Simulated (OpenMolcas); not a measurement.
Excited-state calculation, with input and output: Si2H5 (part 1 of 4)

- system: Si2H5, multiplicity 2, SMILES [SiH2][SiH3]
- method: MC-PDFT (tOreLYP)/ANO-XS-VDZP, DKH2 (OpenMolcas 26.06)

The geometry comes from this level: PBE0-D4/def2-TZVP.

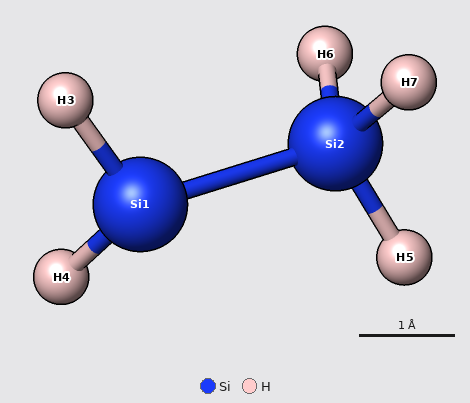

Fig. 1: The structure (ball-and-stick view, seen at a tilt; atoms are numbered from 1 in the order of the input).

### Input file
```
&gateway
coord
7
angstrom
Si      -0.209600      -1.361200      -0.191100
Si       0.357900       0.889200      -0.062000
H       -0.002600      -2.123900       1.070300
H       -1.573600      -1.624600      -0.725600
H        0.210000       1.502800      -1.408000
H       -0.495800       1.643100       0.898600
H        1.774900       1.006800       0.372200
basis=ANO-XS-VDZP
group=NoSym
&seward
relativistic=R02E00
&rasscf
fileorb=$CurrDir/step2.RasOrb
spin=2
nactel=5 0 0
inactive=14
ras2=5
ciroot=6 6 1
orblisting=Nothing
orbappear=Compact
&mcpdft
ksdft=T:OreLYP
```

Run on 1 thread of Arm Neoverse V1, 24 GiB of memory available, shared host.

Launch command:
```bash
export MOLCAS_MEM=1860
pymolcas step13.inp > step13.log
```

### Output
```
--- Start Module: gateway ---

                                              &GATEWAY

                       available to each process: 1.9 GB of memory, 1 thread

++    Symmetry information:
      ---------------------

                    Character Table for C1

                             E
                    a        1  x, y, xy, Rz, z, xz, Ry, yz, Rx, I
--

++    Basis set information:
      ----------------------

      Basis set label: SI.ANO-XS...4S3P1D.

      Electronic valence basis set:
      ------------------
      Associated Effective Charge  14.000000 au
      Associated Actual Charge     14.000000 au
      Nuclear Model: Finite nucleus - Gaussian distribution
        Gaussian exponent, Xi/bohr**(-2):  4.34677E+08

      Shell  nPrim  nBasis  Cartesian Spherical Contaminant
         s      11       4        X
         p       7       3        X
         d       1       1                 X

      Basis set label: H.ANO-XS...2S1P.

      Electronic valence basis set:
      ------------------
      Associated Effective Charge   1.000000 au
      Associated Actual Charge      1.000000 au
      Nuclear Model: Finite nucleus - Gaussian distribution
        Gaussian exponent, Xi/bohr**(-2):  2.12482E+09

      Shell  nPrim  nBasis  Cartesian Spherical Contaminant
         s       4       2        X
         p       1       1        X
--

++    Molecular structure info:
      -------------------------

                    ************************************************
                    **** Cartesian Coordinates / bohr, angstrom ****
                    ************************************************

     Center  Label                x              y              z                     x              y              z
        1      SI1             -0.396087      -2.572295      -0.361127             -0.209600      -1.361200      -0.191100
        2      SI2              0.676333       1.680344      -0.117163              0.357900       0.889200      -0.062000
        3      H3              -0.004913      -4.013589       2.022574             -0.002600      -2.123900       1.070300
        4      H4              -2.973673      -3.070049      -1.371185             -1.573600      -1.624600      -0.725600
        5      H5               0.396842       2.839880      -2.660734              0.210000       1.502800      -1.408000
        6      H6              -0.936926       3.105009       1.698108             -0.495800       1.643100       0.898600
        7      H7               3.354075       1.902576       0.703356              1.774900       1.006800       0.372200

                    ***************************************
                    *    InterNuclear Distances / bohr    *
                    ***************************************

               1 SI1           2 SI2           3 H3            4 H4            5 H5            6 H6
    1 SI1      0.000000
    2 SI2      4.392556        0.000000
    3 H3       2.812894        6.120740        0.000000
    4 H4       2.812815        6.120568        4.606669        0.000000
    5 H5       5.933682        2.809340        8.310525        6.924636        0.000000
    6 H6       6.063393        2.815579        7.186680        7.190288        4.566042        0.000000
    7 H7       5.934754        2.809438        6.929946        8.310904        4.576119        4.565968

               7 H7
    7 H7       0.000000

                    *******************************************
                    *    InterNuclear Distances / angstrom    *
                    *******************************************

               1 SI1           2 SI2           3 H3            4 H4            5 H5            6 H6
    1 SI1      0.000000
    2 SI2      2.324440        0.000000
    3 H3       1.488519        3.238956        0.000000
    4 H4       1.488478        3.238865        2.437745        0.000000
    5 H5       3.139969        1.486639        4.397741        3.664359        0.000000
    6 H6       3.208610        1.489940        3.803027        3.804937        2.416245        0.000000
    7 H7       3.140537        1.486690        3.667170        4.397941        2.421578        2.416206

               7 H7
    7 H7       0.000000

                    **************************************
                    *    Valence Bond Angles / degree    *
                    **************************************
                          Atom centers                 Phi
                      3 H3       1 SI1      4 H4       109.94
                      5 H5       2 SI2      6 H6       108.53
                      5 H5       2 SI2      7 H7       109.06
                      6 H6       2 SI2      7 H7       108.53
--

            Nuclear Potential Energy             82.79738400 au

--- Stop Module: gateway /rc=_RC_ALL_IS_WELL_ ---

--- Start Module: seward ---

                                              &SEWARD

                       available to each process: 1.9 GB of memory, 1 thread

               SEWARD will generate:
                  Multipole Moment integrals up to order  2
                  Kinetic Energy integrals
                  Nuclear Attraction integrals (finite nuclei - Gaussian type)
                  One-Electron Hamiltonian integrals
                  Velocity integrals
                  Relativistic Douglas-Kroll-Hess integrals:
                    - Parametrization         : EXP
                    - DKH order of Hamiltonian: 2
                    - DKH order of Properties : 0
                         - multipole moment operators
                         - electric potential operators
                         - contact operators
                  Orbital angular momentum around (  0.1258  -0.3965  -0.2129 )
                  Velocity quadrupole around (  0.1258  -0.3965  -0.2129 )
                  Two-Electron Repulsion integrals

                   Integrals are discarded if absolute value <: 1.00E-14
                   Integral cutoff threshold is set to       <: 1.00E-16

            Nuclear Potential Energy             82.79738400 au

      Basis set specifications :
      Symmetry species         a
      Basis functions           61

--- Stop Module: seward /rc=_RC_ALL_IS_WELL_ ---
--- Module seward spent 1 second ---

--- Start Module: rasscf ---

                                              &RASSCF

                       available to each process: 1.9 GB of memory, 1 thread

      Header of the ONEINT file:
      --------------------------

      OrdInt status: non-squared

      Cartesian coordinates in angstrom:
      -----------------------------------------------------
      No.  Label        X            Y            Z
      -----------------------------------------------------
       1   SI1       -0.20960000  -1.36120000  -0.19110000
       2   SI2        0.35790000   0.88920000  -0.06200000
       3   H3        -0.00260000  -2.12390000   1.07030000
       4   H4        -1.57360000  -1.62460000  -0.72560000
       5   H5         0.21000000   1.50280000  -1.40800000
       6   H6        -0.49580000   1.64310000   0.89860000
       7   H7         1.77490000   1.00680000   0.37220000
      -----------------------------------------------------
      Nuclear repulsion energy =   82.79738400

++    Wave function specifications:
      -----------------------------

      Number of closed shell electrons          28
      Number of electrons in active shells       5
      Max number of holes in RAS1 space          0
      Max nr of electrons in RAS3 space          0
      Number of inactive orbitals               14
      Number of active orbitals                  5
      Number of secondary orbitals              42
      Spin quantum number                      0.5
      State symmetry                             1
--

++    Orbital specifications:
      -----------------------

      Symmetry species                           1
                                                 a
      Frozen orbitals                            0
      Inactive orbitals                         14
      Active orbitals                            5
      RAS1 orbitals                              0
      RAS2 orbitals                              5
      RAS3 orbitals                              0
      Secondary orbitals                        42
      Deleted orbitals                           0
      Number of basis functions                 61
--

++    CI expansion specifications:
      ----------------------------

      Number of CSFs                            75
      Number of determinants                   100
      Number of root(s) required                 6
      Root chosen for geometry opt.              6
      CI roots used                              1     2     3     4     5     6
      weights                                0.167 0.167 0.167 0.167 0.167 0.167
      highest root included in the CI            6
      max. size of the explicit Hamiltonian     75
--

++    Optimization specifications:
      ----------------------------

      RASSCF algorithm: Conventional
      Maximum number of macro iterations       200
      Maximum number of SX iterations          100
      Threshold for RASSCF energy            1.000E-08
      Threshold for max MO rotation          1.000E-01
      Threshold for max BLB element          1.000E-04
      Level shift parameter                  5.000E-01
      Make Quasi-Newton update
--

      The MO-coefficients are taken from the file:
      step2.RasOrb
      Title: RASSCF average (pseudo-natural) orbitals

      Total molecular charge    0.00

      ************************************************************************************************************************
      *                                            Wave function control section                                             *
      ************************************************************************************************************************

                                         RASSCF iterations: Energy and convergence statistics
                                         ----------------------------------------------------

          iter iter root      energy       change     param      element    value   shift minimum  type update hh:mm:ss
 Nr of preliminary CI iterations:   1
        1   1    3    0  -581.68421628    0.00E+00  -1.43E-05   11  60 1  3.29E-06   0.41   0.00    SX    NO    0:00:00
        2   1    3    0  -581.68421628   -4.49E-10  -1.23E-05   18  21 1  2.69E-06   0.41   0.00    SX    NO    0:00:00
        3   1    3    0  -581.68421628   -2.49E-10  -1.07E-05   18  21 1  2.33E-06   0.41   0.00    SX    NO    0:00:00
        4   1    3    0  -581.68421628   -1.82E-10  -1.11E-05   18  20 1  2.16E-06   0.41   0.00    SX    NO    0:00:00
      Convergence after  4 iterations
        5   1    3    0  -581.68421628   -1.43E-10  -1.11E-05   18  20 1  2.23E-06   0.41   0.00    SX    NO    0:00:00

      ************************************************************************************************************************
                                                      Wave function printout:
                       occupation of active orbitals, and spin coupling of open shells (u,d: Spin up or down)
      ************************************************************************************************************************

      Note: transformation to natural orbitals
      has been made, which may change the order of the CSFs.

      printout of CI-coefficients larger than  0.05 for root  1
      energy=    -581.897227
      conf/sym  11111     Coeff  Weight
             1  22u00  -0.97869 0.95783
             2  2u200   0.05238 0.00274
             5  2200u   0.15892 0.02525
            38  02u20  -0.05816 0.00338

      printout of CI-coefficients larger than  0.05 for root  2
      energy=    -581.727930
      conf/sym  11111     Coeff  Weight
             1  22u00   0.05954 0.00354
             2  2u200   0.05720 0.00327
             3  u2200  -0.96670 0.93451
             4  220u0  -0.12699 0.01613
             5  2200u   0.10333 0.01068
             9  u2d0u  -0.08725 0.00761
            14  022u0   0.05182 0.00269
            29  u2002   0.10900 0.01188

      printout of CI-coefficients larger than  0.05 for root  3
      energy=    -581.662149
      conf/sym  11111     Coeff  Weight
             2  2u200   0.06189 0.00383
             3  u2200  -0.07924 0.00628
             4  220u0   0.89974 0.80953
             5  2200u   0.34194 0.11692
             8  u2du0  -0.11023 0.01215
             9  u2d0u  -0.09476 0.00898
            14  022u0  -0.07082 0.00502
            18  u2ud0  -0.13613 0.01853
            26  u2020  -0.09444 0.00892

      printout of CI-coefficients larger than  0.05 for root  4
      energy=    -581.642277
      conf/sym  11111     Coeff  Weight
             1  22u00  -0.14605 0.02133
             2  2u200  -0.22708 0.05156
             3  u2200  -0.15301 0.02341
             4  220u0   0.34227 0.11715
             5  2200u  -0.85248 0.72673
             8  u2du0  -0.08648 0.00748
            15  0220u   0.06582 0.00433
            18  u2ud0   0.13315 0.01773
            19  u2u0d   0.07224 0.00522
            27  u20du   0.09067 0.00822

      printout of CI-coefficients larger than  0.05 for root  5
      energy=    -581.620764
      conf/sym  11111     Coeff  Weight
             2  2u200  -0.91281 0.83322
             5  2200u   0.23447 0.05497
             7  2ud0u  -0.16890 0.02853
             8  u2du0   0.07301 0.00533
            11  2020u  -0.05138 0.00264
            12  ud2u0   0.08982 0.00807
            13  ud20u   0.06097 0.00372
            17  2uu0d  -0.06953 0.00483
            18  u2ud0  -0.09364 0.00877
            19  u2u0d  -0.05348 0.00286
            20  uu2d0  -0.13465 0.01813
            21  uu20d  -0.06975 0.00486
            25  2u002   0.11406 0.01301

      printout of CI-coefficients larger than  0.05 for root  6
      energy=    -581.554952
      conf/sym  11111     Coeff  Weight
             4  220u0  -0.14808 0.02193
             5  2200u  -0.05184 0.00269
             8  u2du0  -0.81073 0.65729
             9  u2d0u   0.05515 0.00304
            14  022u0  -0.06294 0.00396
            18  u2ud0  -0.50017 0.25017
            28  u20ud   0.20647 0.04263

      Natural orbitals and occupation numbers for root  1
      sym 1:   1.983805   1.996595   0.999211   0.011387   0.009002

      Natural orbitals and occupation numbers for root  2
      sym 1:   1.022615   1.997284   1.907420   0.018835   0.053846

      Natural orbitals and occupation numbers for root  3
      sym 1:   1.954183   1.990100   0.056593   0.987670   0.011453

      Natural orbitals and occupation numbers for root  4
      sym 1:   1.900616   1.965548   0.187043   0.039581   0.907212

      Natural orbitals and occupation numbers for root  5
      sym 1:   1.966408   1.070639   1.819083   0.031488   0.112383

      Natural orbitals and occupation numbers for root  6
      sym 1:   1.263121   1.988622   0.738497   0.991585   0.018175

      ************************************************************************************************************************
      *                                                    Final results                                                     *
      ************************************************************************************************************************

++    Final optimization conditions:
      ------------------------------

      Average CI energy                            -581.68421628
      RASSCF energy for state  6                   -581.55495155
      Super-CI energy                                -0.00000000
      RASSCF energy change                           -0.00000000
      Max change in MO coefficients               1.515E-05
      Max non-diagonal density matrix element    -1.108E-05
      Maximum BLB matrix element                  2.228E-06
      (orbital pair  18,  20 in symmetry   1)
      Norm of electronic gradient            9.523E-02
--

      Final state energy(ies):
      ------------------------

::    RASSCF root number  1 Total energy:   -581.89722696
::    RASSCF root number  2 Total energy:   -581.72792959
::    RASSCF root number  3 Total energy:   -581.66214860
::    RASSCF root number  4 Total energy:   -581.64227657
::    RASSCF root number  5 Total energy:   -581.62076442
::    RASSCF root number  6 Total energy:   -581.55495155
      Von Neumann Entropy (Root   1) =  0.59181
```
